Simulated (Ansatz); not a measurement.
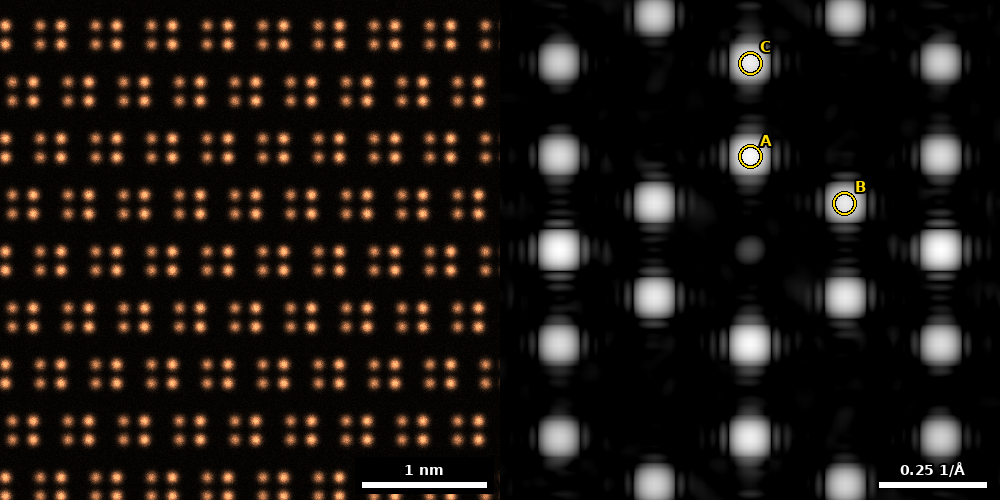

HAADF-like image of a crystal. Simulated incoherent Z contrast: every atom adds Z^1.7 spread by a probe of 0.69 Å full width; channelling and multiple scattering are left out. Shot noise was added.

The right panel is the modulus of the image's Fourier transform on a logarithmic scale.

### Which lattice spacings do the marked spots stand for, and what angle do A and B enclose?

A: 4.6 Å, B: 4.0 Å, C: 2.3 Å; A and B enclose about 64°.

The crystal is EuSb (P6_3mc, No. 186) along [101]; the spots are (0 -1 0), (-1 0 1) and (0 -2 0). Atomic positions: the input geometry of a calculation; the starting structure was generated, so it need not be a known form of this composition.
